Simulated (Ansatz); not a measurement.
# B₂HF (triplet): wave-function methods side by side, cc-pVTZ

Aim: climb from Hartree-Fock through coupled cluster for B₂HF (triplet) at one geometry and basis, and see what each rung misses.

Program: Ansatz 0.2.0, Gaussian basis. Level of theory: cc-pVTZ, core rule «outside noble gas», up to 3 orbitals frozen. These are calculated values, not measurements.

Plan: UHF; CCSD(T) on ROHF; CCSD(T) on UHF; BCCD(T) on ROHF; CCSDT(Q) on ROHF; CCSDT(Q) on UHF.

9 further runs of the same task are left out: 1 that didn't finish, 8 set aside as unsound or not needed. Runs told in other sessions of the task aren't counted.

## Step 1: The system

The geometry is a PBE0/def2-TZVP stationary point (not a proven minimum).

4 atoms, charge 0, spin multiplicity 3.

Atoms are counted from 1 here; the program's logs count them from 0.

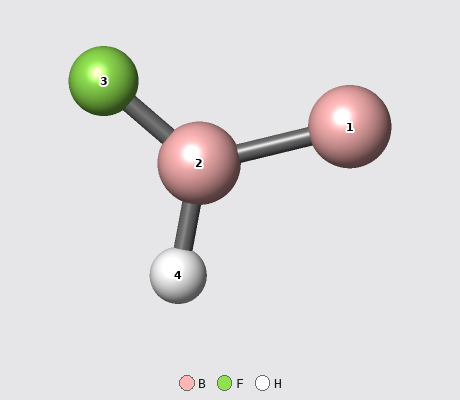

The geometry (boron pink, fluorine green, hydrogen white); atoms are numbered from 1 in the order of the file.

In the tables R marks a restricted open-shell determinant and U an unrestricted one; energies count from the table's Hartree-Fock row.

## Step 2: UHF

The input, in.yaml:

```yaml
crystal:
  periodic: [false, false, false]
  atoms:
    - {symbol: B, position_ang: [0.000000, -0.285996, 1.615495]}
    - {symbol: B, position_ang: [0.000000, 0.444539, 0.154784]}
    - {symbol: F, position_ang: [0.000000, -0.177695, -1.018097]}
    - {symbol: H, position_ang: [0.000000, 1.648828, 0.202133]}
basis:
  gaussian: {orbitals: cc-pVTZ}
magnetization: {spin_polarized: true, initial_magnetization: 2}
hamiltonian: {xc: hf}
output: {orbitals: {seedname: orbitals}}
```

Started as:

```
ansatz run in.yaml --threads 1 --pin off --events-out ev --progress --plain --max-ram 4096MiB --backend cpu
```

What it wrote:

```text
Functional definition: HF
  name "HF"
  cite "Fock, Z. Phys. 61, 126 (1930) doi:10.1007/BF01340294"
  parent pbe
  exchange = exact_x
  correlation = 0
751 factors; their error is unknown
mean field evaluation 1: about -4061.6340 eV, gradient 1.7e1 eV
mean field evaluation 2: about -4063.3449 eV, gradient 1.0e1 eV
mean field evaluation 4: about -4064.0536 eV, gradient 1.8e0 eV
mean field evaluation 8: about -4064.2403 eV, gradient 1.9e-1 eV
mean field evaluation 16: about -4064.2945 eV, gradient 2.2e-5 eV
mean field evaluation 32: about -4063.4342 eV, gradient 3.1e-1 eV
mean field evaluation 64: about -4064.2405 eV, gradient 1.8e-1 eV
mean field -4064.29451834 eV, -149.3600686710 hartree, gradient 1.2e-5 eV, S^2 2.004674; 3 other end points of the search recorded, 0 dependent functions left out
reference -4064.29451834 eV, -149.3600686710 hartree; 11, 9 occupied and 93, 95 virtual orbitals, 751 factors
Total energy: -4064.29451834 eV, -149.3600686710 hartree
```

Run time: 2.4 s. Hardware: 1 thread of AMD EPYC 7R13, shared host.

From the report: ⟨S²⟩ of the determinant 2.005 (pure triplet: 2.00).

## Step 3: CCSD(T) on ROHF

Edit in.yaml of step 2 so:

```diff
@@ -9,4 +9,4 @@
   gaussian: {orbitals: cc-pVTZ}
-magnetization: {spin_polarized: true, initial_magnetization: 2}
-hamiltonian: {xc: hf}
-output: {orbitals: {seedname: orbitals}}
+magnetization: {spin_polarized: false, initial_magnetization: 2}
+correlation: {method: ccsd_t, electrons: outside_noble_gas}
+output: {forces: true}
```

Started as:

```
ansatz run in.yaml --threads 2 --pin off --events-out ev --progress --plain --max-ram 24576MiB --backend cuda --devices 0, --max-vram 18GiB
```

What it wrote, cut to the lines that bear on the results:

```text
Functional definition: HF
  name "HF"
  cite "Fock, Z. Phys. 61, 126 (1930) doi:10.1007/BF01340294"
  parent pbe
[...]
624 factors; integrals over basis functions are off by at most 1.7e-3 eV
[...]
mean field -4064.24363121 eV, -149.3581986037 hartree, gradient 4.3e-6 eV, S^2 2.000000; 7 other end points of the search recorded, 0 dependent functions left out
[...]
determinant -4064.24363121 eV, -149.3581986037 hartree, with singles and doubles -4075.48833172 eV, -149.7714337256 hartree
determinant -4063.37883465 eV, -149.3264179161 hartree, with singles and doubles -4074.50226612 eV, -149.7351964832 hartree
determinant -4061.10569723 eV, -149.2428816571 hartree, with singles and doubles -4072.98825758 eV, -149.6795576955 hartree
3 core orbitals not correlated: weight in the atoms' cores, before any rotation towards them, 1.000 or more for the frozen orbitals, at most 0.000 for the correlated occupied ones
reference -4064.24363121 eV, -149.3581986037 hartree; 8, 6 occupied and 93, 95 virtual orbitals, 624 factors
second order -10.57270769 eV of doubles, -0.03369647 eV of singles
cycle   1  -11.17030319 eV  change    -1.3e0 eV  update   2.7e-2
[...]
cycle  16  -11.21885712 eV  change   -8.4e-8 eV  update   3.9e-7
perturbative correction -0.37681449 eV, -0.0138476769 hartree
[...]
Total energy: -4075.83930281 eV, -149.7843316753 hartree
Atom 0 at     0.000000    -0.285996     1.615495 Å, force    -0.000000    -0.181332     0.287408 eV/Å
Atom 1 at     0.000000     0.444539     0.154784 Å, force     0.000000     0.356915    -0.189843 eV/Å
Atom 2 at     0.000000    -0.177695    -1.018097 Å, force    -0.000000    -0.065468    -0.073450 eV/Å
Atom 3 at     0.000000     1.648828     0.202133 Å, force    -0.000000    -0.110114    -0.024116 eV/Å
Dipole moment:     0.000000     0.022933     0.197518 e Å
```

Run time: 16 s. Hardware: 1 × H100 (card shared with other runs) with 2 threads of AMD EPYC 7R13, shared host; peak host memory 0.95 GiB.

From the report: correlation -11.5957 eV; T1 0.027; largest double amplitude 0.05.

## Step 4: CCSD(T) on UHF

Edit in.yaml of step 3 so:

```diff
@@ -9,3 +9,3 @@
   gaussian: {orbitals: cc-pVTZ}
-magnetization: {spin_polarized: false, initial_magnetization: 2}
+magnetization: {spin_polarized: true, initial_magnetization: 2}
 correlation: {method: ccsd_t, electrons: outside_noble_gas}
```

Same command.

What it wrote, cut to the lines that bear on the results:

```text
Functional definition: HF
  name "HF"
  cite "Fock, Z. Phys. 61, 126 (1930) doi:10.1007/BF01340294"
  parent pbe
[...]
624 factors; integrals over basis functions are off by at most 1.7e-3 eV
[...]
mean field -4064.29459767 eV, -149.3600715864 hartree, gradient 4.6e-6 eV, S^2 2.004674; 7 other end points of the search recorded, 0 dependent functions left out
determinant -4064.29459767 eV, -149.3600715864 hartree, with singles and doubles -4075.49141149 eV, -149.7715469050 hartree
determinant -4063.42540784 eV, -149.3281294494 hartree, with singles and doubles -4074.50297289 eV, -149.7352224565 hartree
determinant -4061.69011147 eV, -149.2643584841 hartree, with singles and doubles -4072.87511145 eV, -149.6753996520 hartree
3 core orbitals not correlated: weight in the atoms' cores, before any rotation towards them, 1.000 or more for the frozen orbitals, at most 0.000 for the correlated occupied ones
reference -4064.29459767 eV, -149.3600715864 hartree; 8, 6 occupied and 93, 95 virtual orbitals, 624 factors
second order -10.56307444 eV of doubles, -0.00000000 eV of singles
cycle   1  -11.12336389 eV  change    -1.2e0 eV  update   2.6e-2
[...]
cycle  16  -11.16991642 eV  change   -1.5e-7 eV  update   3.9e-7
perturbative correction -0.37545798 eV, -0.0137978263 hartree
[...]
Total energy: -4075.83997207 eV, -149.7843562701 hartree
Atom 0 at     0.000000    -0.285996     1.615495 Å, force    -0.000000    -0.181746     0.287982 eV/Å
Atom 1 at     0.000000     0.444539     0.154784 Å, force     0.000000     0.357937    -0.190884 eV/Å
Atom 2 at     0.000000    -0.177695    -1.018097 Å, force     0.000000    -0.065651    -0.073146 eV/Å
Atom 3 at     0.000000     1.648828     0.202133 Å, force    -0.000000    -0.110540    -0.023952 eV/Å
Dipole moment:    -0.000000     0.022994     0.197473 e Å
```

Run time: 13 s. Hardware: 1 × H100 (card shared with other runs) with 2 threads of AMD EPYC 7R13, shared host; peak host memory 0.96 GiB.

From the report: ⟨S²⟩ of the determinant 2.005 (pure triplet: 2.00); correlation -11.5454 eV; T1 0.024; largest double amplitude 0.05.

## Step 5: BCCD(T) on ROHF

Edit in.yaml of step 4 so:

```diff
@@ -9,4 +9,3 @@
   gaussian: {orbitals: cc-pVTZ}
-magnetization: {spin_polarized: true, initial_magnetization: 2}
-correlation: {method: ccsd_t, electrons: outside_noble_gas}
-output: {forces: true}
+magnetization: {spin_polarized: false, initial_magnetization: 2}
+correlation: {method: bccd_t, electrons: outside_noble_gas}
```

Same command.

What it wrote, cut to the lines that bear on the results:

```text
Functional definition: HF
  name "HF"
  cite "Fock, Z. Phys. 61, 126 (1930) doi:10.1007/BF01340294"
  parent pbe
[...]
624 factors; integrals over basis functions are off by at most 1.7e-3 eV
[...]
mean field -4064.24363121 eV, -149.3581986037 hartree, gradient 4.3e-6 eV, S^2 2.000000; 7 other end points of the search recorded, 0 dependent functions left out
[...]
determinant -4064.24363121 eV, -149.3581986037 hartree, with singles and doubles -4075.48833172 eV, -149.7714337256 hartree
determinant -4063.37883465 eV, -149.3264179161 hartree, with singles and doubles -4074.50226612 eV, -149.7351964832 hartree
determinant -4061.10569723 eV, -149.2428816571 hartree, with singles and doubles -4072.98825758 eV, -149.6795576955 hartree
3 core orbitals not correlated: weight in the atoms' cores, before any rotation towards them, 1.000 or more for the frozen orbitals, at most 0.000 for the correlated occupied ones
reference -4064.24363121 eV, -149.3581986037 hartree; 8, 6 occupied and 93, 95 virtual orbitals, 624 factors
second order -10.57270769 eV of doubles, -0.03369647 eV of singles
cycle   1  -11.15740259 eV  change    -1.2e0 eV  update   2.9e-2
[...]
cycle  12  -11.19628909 eV  change    4.7e-6 eV  update   1.7e-5
perturbative correction -0.40600803 eV, -0.0149205200 hartree
Total energy: -4075.84592833 eV, -149.7845751585 hartree
```

It took 17 s on 1 × H100 (card shared with other runs) with 2 threads of AMD EPYC 7R13, shared host; peak host memory 0.8 GiB.

From the report: correlation -11.6023 eV; largest double amplitude 0.05.

## Step 6: CCSDT(Q) on ROHF

Edit in.yaml of step 5 so:

```diff
@@ -10,2 +10,2 @@
 magnetization: {spin_polarized: false, initial_magnetization: 2}
-correlation: {method: bccd_t, electrons: outside_noble_gas}
+correlation: {method: ccsdt_q, electrons: outside_noble_gas}
```

Same command.

What it wrote, cut to the lines that bear on the results:

```text
Functional definition: HF
  name "HF"
  cite "Fock, Z. Phys. 61, 126 (1930) doi:10.1007/BF01340294"
  parent pbe
[...]
1309 factors; integrals over basis functions are off by at most 2.5e-7 eV
[...]
mean field -4064.24364926 eV, -149.3581992670 hartree, gradient 9.7e-6 eV, S^2 2.000000; 7 other end points of the search recorded, 0 dependent functions left out
[...]
determinant -4064.24364926 eV, -149.3581992670 hartree, with singles and doubles -4075.48837410 eV, -149.7714352830 hartree
determinant -4063.37885282 eV, -149.3264185839 hartree, with singles and doubles -4074.50230910 eV, -149.7351980625 hartree
determinant -4061.10571804 eV, -149.2428824218 hartree, with singles and doubles -4072.98830260 eV, -149.6795593500 hartree
3 core orbitals not correlated: weight in the atoms' cores, before any rotation towards them, 1.000 or more for the frozen orbitals, at most 0.000 for the correlated occupied ones
reference -4064.24364926 eV, -149.3581992670 hartree; 8, 6 occupied and 93, 95 virtual orbitals, 1309 factors
second order -10.57273588 eV of doubles, -0.03369657 eV of singles
cycle   1  -10.81793162 eV  change   -2.1e-1 eV  update   9.3e-2
[...]
cycle  21  -11.62666975 eV  change    5.2e-7 eV  update   1.4e-6
perturbative correction -0.01196328 eV, -0.0004396423 hartree
Total energy: -4075.88228229 eV, -149.7859111420 hartree
```

Wall time 59 s (1 × H100 (card shared with other runs) with 2 threads of AMD EPYC 7R13, shared host); peak host memory 1.6 GiB.

From the report: correlation -11.6386 eV; T1 0.030; largest double amplitude 0.06.

## Step 7: CCSDT(Q) on UHF

Edit in.yaml of step 6 so:

```diff
@@ -9,3 +9,3 @@
   gaussian: {orbitals: cc-pVTZ}
-magnetization: {spin_polarized: false, initial_magnetization: 2}
+magnetization: {spin_polarized: true, initial_magnetization: 2}
 correlation: {method: ccsdt_q, electrons: outside_noble_gas}
```

Same command.

What it wrote, cut to the lines that bear on the results:

```text
Functional definition: HF
  name "HF"
  cite "Fock, Z. Phys. 61, 126 (1930) doi:10.1007/BF01340294"
  parent pbe
[...]
1309 factors; integrals over basis functions are off by at most 2.5e-7 eV
[...]
mean field -4064.29461589 eV, -149.3600722560 hartree, gradient 2.6e-6 eV, S^2 2.004674; 7 other end points of the search recorded, 0 dependent functions left out
determinant -4064.29461589 eV, -149.3600722560 hartree, with singles and doubles -4075.49145374 eV, -149.7715484575 hartree
determinant -4063.42542620 eV, -149.3281301242 hartree, with singles and doubles -4074.50301563 eV, -149.7352240270 hartree
determinant -4061.69013255 eV, -149.2643592589 hartree, with singles and doubles -4072.87514794 eV, -149.6754009927 hartree
3 core orbitals not correlated: weight in the atoms' cores, before any rotation towards them, 1.000 or more for the frozen orbitals, at most 0.000 for the correlated occupied ones
reference -4064.29461589 eV, -149.3600722560 hartree; 8, 6 occupied and 93, 95 virtual orbitals, 1309 factors
second order -10.56310251 eV of doubles, -0.00000000 eV of singles
cycle   1  -10.77369422 eV  change   -2.1e-1 eV  update   9.2e-2
[...]
cycle  21  -11.57633156 eV  change    3.8e-7 eV  update   1.4e-6
perturbative correction -0.01510351 eV, -0.0005550438 hartree
Total energy: -4075.88605095 eV, -149.7860496377 hartree
```

Wall time 51 s (1 × H100 (card shared with other runs) with 2 threads of AMD EPYC 7R13, shared host); peak host memory 1.3 GiB.

From the report: ⟨S²⟩ of the determinant 2.005 (pure triplet: 2.00); correlation -11.5914 eV; T1 0.027; largest double amplitude 0.06.

## Step 8: Misses and costs

The yardstick is UCCSDT(Q), where the cluster series has nearly closed. Rows without a time are mean-field rows or come out of runs for another level: lower rungs of the coupled-cluster runs, or the Hartree-Fock search. The times of RCCSD(T), UCCSD(T) include forces.

Differences are taken before rounding.

```
   method  energy from the lowest ROHF (meV)  from UCCSDT(Q) (meV)  time
      ROHF                               0.0              +11642.4      
      UHF                             -51.0              +11591.5      
     RMP2                          -10606.4               +1036.0      
     UMP2                          -10614.0               +1028.4      
    RCCSD                          -11218.9                +423.6      
    UCCSD                          -11220.9                +421.5      
 RCCSD(T)                          -11595.7                 +46.7  16 s
 UCCSD(T)                          -11596.3                 +46.1  13 s
  BCCD(T)                          -11602.3                 +40.1  17 s
   RCCSDT                          -11626.7                 +15.7      
   UCCSDT                          -11627.3                 +15.1      
RCCSDT(Q)                          -11638.7                  +3.8  59 s
UCCSDT(Q)                          -11642.4                     0  51 s
```

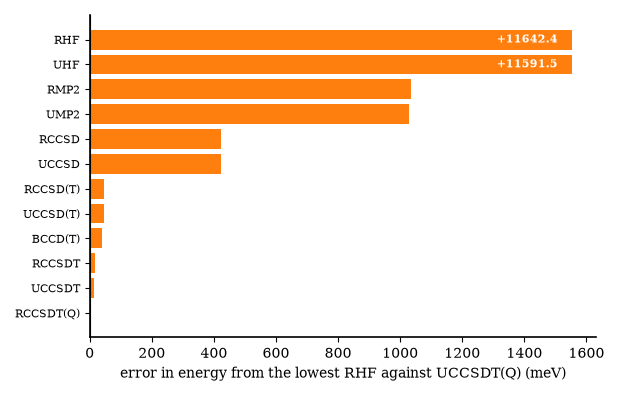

How far each level lands from UCCSDT(Q). Bars with a number in them are cut short.

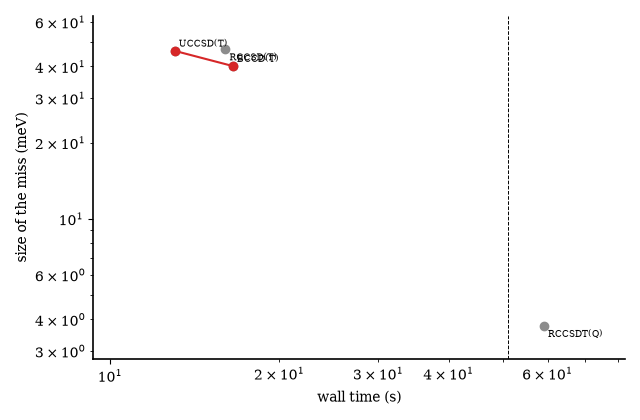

Miss against cost. Red marks the levels that no quicker level drawn beats (of those quicker than the yardstick), and the dashed line is the time of UCCSDT(Q). Times are from a shared host.

With the free atoms at the same levels and basis (separate runs), the atomisation energy is 12.751 eV at UCCSDT(Q), 12.736 eV at RCCSD(T), 12.735 eV at UCCSD(T), 10.916 eV at ROHF.

## Step 9: Outcome

| quantity | value |
| --- | --- |
| UCCSDT(Q) from the ROHF energy | -11.6424 eV |
| RMP2 from UCCSDT(Q) | +1036.0 meV |
| UMP2 from UCCSDT(Q) | +1028.4 meV |
| RCCSD from UCCSDT(Q) | +423.6 meV |
| RCCSD(T) from UCCSDT(Q) | +46.7 meV |
| UCCSD(T) from UCCSDT(Q) | +46.1 meV |
| RCCSDT(Q) from UCCSDT(Q) | +3.8 meV |
| levels within 1 kcal/mol (43 meV) | BCCD(T), RCCSDT, UCCSDT, RCCSDT(Q) |
| T1 diagnostic | 0.027 |

**Reading.** RCCSD(T) lands +46.7 meV from the yardstick (0.4 % of the correlation energy). These misses are within one basis, not against nature; the frozen cores of restricted and unrestricted runs differ, which can shift their rows.

For cost: BCCD(T) gets within 40.1 meV in 17 s, where UCCSDT(Q) took 51 s; the quickest level in the cost chart, UCCSD(T), takes 13 s and misses by 46.1 meV.
